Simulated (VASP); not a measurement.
# GW on AlN

Wanted: how far GW moves the Kohn-Sham levels of AlN. The cell is of the zinc-blende type. The start is a computed cell from the Materials Project.

Calculated with VASP 6.6.1; PBE; plane waves and PAW (Al_GW, N_GW), in the first sound run; inputs show where later runs differ.

## Step 1: The starting structure

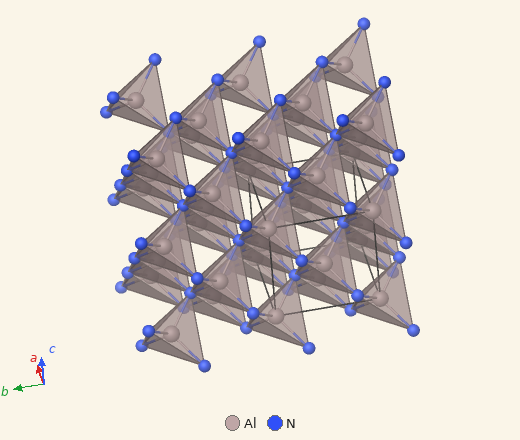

The starting structure, seen from a free direction (aluminium light grey, nitrogen blue). 1×2×2 cells are drawn. This picture shows the conventional cell, with its axes. Some periodic images of atoms are drawn too.

## Step 2: Empty bands, functional PBE

The next step needs empty bands that the ground-state run didn't converge, so the Hamiltonian is diagonalised exactly for NBANDS bands, in a single step. LOPTICS writes the k-derivatives of the orbitals (WAVEDER), which give the long-wavelength limit of the screening.

Input file INCAR:

```
SYSTEM = AlN
PREC = Accurate
ENCUT = 450
ISMEAR = 0
SIGMA = 0.01
LREAL = .FALSE.
GGA = PE
NBANDS = 136
ALGO = Exact
NELM = 1
LWAVE = .TRUE.
LCHARG = .FALSE.
LOPTICS = .TRUE.
NEDOS = 1000
CSHIFT = 0.1
```

Input file POSCAR:

```
AlN
1.0
    0.0000000000      2.1839935596      2.1839935596
    2.1839935596      0.0000000000      2.1839935596
    2.1839935596      2.1839935596      0.0000000000
Al N
1 1
Direct
    0.0000000000      0.0000000000      0.0000000000
    0.2500000000      0.2500000000      0.2500000000
```

Input file KPOINTS:

```
Automatic mesh
0
Gamma
4 4 4
0 0 0
```

PAW data sets: Al_GW and N_GW (PBE family, release 64).

The run is started by

```
mpirun -np 8 vasp_std
```

Output:

```text
[banner, memory and clock lines left out]
running    8 mpi-ranks, on    1 nodes
 distrk:  each k-point on    8 cores,    1 groups
 distr:  one band on    1 cores,    8 groups

 POSCAR found type information on POSCAR AlN
 POSCAR found :  2 types and       2 ions
|                                                                             |
|           W    W    AA    RRRRR   N    N  II  N    N   GGGG   !!!           |
|           W    W   A  A   R    R  NN   N  II  NN   N  G    G  !!!           |
|           W    W  A    A  R    R  N N  N  II  N N  N  G       !!!           |
|           W WW W  AAAAAA  RRRRR   N  N N  II  N  N N  G  GGG   !            |
|           WW  WW  A    A  R   R   N   NN  II  N   NN  G    G                |
|           W    W  A    A  R    R  N    N  II  N    N   GGGG   !!!           |
|                                                                             |
|     For optimal performance we recommend to set                             |
|       NCORE = 2 up to number-of-cores-per-socket                            |
|     NCORE specifies how many cores store one orbital (NPAR=cpu/NCORE).      |
|     This setting can greatly improve the performance of VASP for DFT.       |
|     The default, NCORE=1 might be grossly inefficient on modern             |
|     multi-core architectures or massively parallel machines. Do your        |
|     Unfortunately you need to use the default for GW and RPA                |
|     calculations (for HF NCORE is supported but not extensively tested      |
|     yet).                                                                   |
|                                                                             |

 LDA part: xc-table for (Slater+PW92), standard interpolation
 found WAVECAR, reading the header
  number of bands has changed, file:    10 present:   136
  trying to continue reading WAVECAR, but it might fail
 POSCAR, INCAR and KPOINTS ok, starting setup
 FFT: planning ... GRIDC
 FFT: planning ... GRID_SOFT
 FFT: planning ... GRID
 reading WAVECAR
 random initialization beyond band           10
 the WAVECAR file was read successfully
 initial charge from wavefunction
 entering main loop
       N       E                     dE             d eps       ncg     rms          rms(c)
DIA:   1    -0.148251867536E+02   -0.14825E+02    0.00000E+00     0   0.000E+00
   1 F= -.14825187E+02 E0= -.14825187E+02  d E =0.000000E+00
 writing wavefunctions
 optical routines
 imaginary and real dielectric function
 recalculating local potential from charge density
 direction            1
 direction            2
 direction            3
```

Run time: 2.6 s. Hardware: 8 MPI ranks of Intel Xeon Platinum 8259CL at 2.50GHz (Skylake/Cascade Lake), shared host; peak memory 0.92 GiB.

The logs omit lines about the potential files and the build; timing stands in the text.

Parts of OUTCAR (step 2):

```text
ion  position               nearest neighbor table
   1  0.000  0.000  0.000-   2 1.89   2 1.89   2 1.89   2 1.89
   2  0.250  0.250  0.250-   1 1.89   1 1.89   1 1.89   1 1.89

  LATTYP: Found a face centered cubic cell.
 ALAT       =     4.3679871192

 Subroutine GETGRP returns: Found 24 space group operations
 (whereof 24 operations were pure point group operations)

The static configuration has the point symmetry T_d .

 Found      8 irreducible k-points:

   k-points           NKPTS =      8   k-points in BZ     NKDIM =      8   number of bands    NBANDS=    136

   dimension x,y,z NGX =    24 NGY =   24 NGZ =   24
   dimension x,y,z NGXF=    48 NGYF=   48 NGZF=   48

   ENCUT  =  450.0 eV  33.07 Ry    5.75 a.u.   5.34  5.34  5.34*2*pi/ulx,y,z

   NELECT =       8.0000    total number of electrons

 k-points in reciprocal lattice and weights: Automatic mesh
   0.00000000  0.00000000  0.00000000       0.016
   0.25000000  0.00000000  0.00000000       0.125
   0.50000000  0.00000000  0.00000000       0.062
   0.25000000  0.25000000  0.00000000       0.094
   0.50000000  0.25000000  0.00000000       0.375
  -0.25000000  0.25000000  0.00000000       0.188
   0.50000000  0.50000000  0.00000000       0.047
  -0.25000000  0.50000000  0.25000000       0.094

 average (electrostatic) potential at core
       1 -49.9887       2 -59.9678

 E-fermi :   5.1822

 k-point     1 :       0.0000    0.0000    0.0000
  band No.  band energies     occupation
      1     -10.0154      2.00000
      2       4.9809      2.00000
      3       4.9809      2.00000
      4       4.9809      2.00000
      5       9.1564      0.00000
      6      17.5052      0.00000
      7      17.5052      0.00000
      8      17.5052      0.00000
      9      22.6353      0.00000
    ...

 k-point     2 :       0.2500    0.0000    0.0000
  band No.  band energies     occupation
      1      -9.1639      2.00000
      2       1.7087      2.00000
      3       4.7233      2.00000
      4       4.7233      2.00000
      5      11.4195      0.00000
      6      15.9276      0.00000
      7      17.2748      0.00000
      8      17.2748      0.00000
      9      21.2217      0.00000
    ...

 k-point     3 :       0.5000    0.0000    0.0000
  band No.  band energies     occupation
      1      -7.9629      2.00000
      2      -0.8945      2.00000
      3       4.4963      2.00000
      4       4.4963      2.00000
      5      12.3355      0.00000
      6      14.8321      0.00000
      7      16.0961      0.00000
      8      16.0961      0.00000
      9      22.9395      0.00000
    ...

  Total        0.3178356      0.3178356      0.3178356      0.0000000      0.0000000      0.0000000
  in kB       24.4415672     24.4415672     24.4415672      0.0000000      0.0000000      0.0000000
  external PRESSURE =      24.4415672 kB  Pullay stress =       0.0000000 kB

  energy-cutoff  :      450.00
  volume of cell :       20.83
      direct lattice vectors                 reciprocal lattice vectors
     0.000000000  2.183993560  2.183993560    -0.228938404  0.228938404  0.228938404
     2.183993560  0.000000000  2.183993560     0.228938404 -0.228938404  0.228938404
     2.183993560  2.183993560  0.000000000     0.228938404  0.228938404 -0.228938404

 POSITION                                       TOTAL-FORCE (eV/Angst)
 -----------------------------------------------------------------------------------
      0.00000      0.00000      0.00000         0.000000      0.000000      0.000000
      1.09200      1.09200      1.09200        -0.000000     -0.000000     -0.000000
 -----------------------------------------------------------------------------------
    total drift:                               -0.000000     -0.000000     -0.000000

  FREE ENERGIE OF THE ION-ELECTRON SYSTEM (eV)
  ---------------------------------------------------
  free  energy   TOTEN  =       -14.8251867536 eV

  energy  without entropy=      -14.8251867536  energy(sigma->0) =      -14.82518675

 plasma frequency squared (from intraband transitions) (eV^2)
  --------------------------------------------------------------------------------------
       0.000       0.000       0.000
       0.000       0.000       0.000
       0.000       0.000       0.000

[... 3 further parts left out ...]
```

WAVECAR now holds 136 bands for 8 electrons. Its independent-particle dielectric tensor has xx, yy, zz = 5.4, 5.4, 5.4 on this mesh, which isn't tested for convergence; a coarse zone-centred mesh tends to overstate it, local fields are missing, and the same mesh feeds the screening.

(Part 1 of 5 ends here.)

[Lines on the potential files, build, host, timing and source positions are cut from VASP's logs without a mark.]

[Logs are printed without paths, hosts, clocks, repeated set-up lines and the standing remarks that a program may print on its own settings, such as how far it seeks lower states.]

[Hosts, paths, dates, database ids (printed as entryN), source tags and the programs' standing remarks are cut or masked in the printed files.]

[Measured values are set beside computed ones only where the two were judged alike; some that the calculation misses by far are left out.]

[Pressures printed for these runs are not shown converged in the cutoff: they can be off by several GPa and have the wrong sign.]
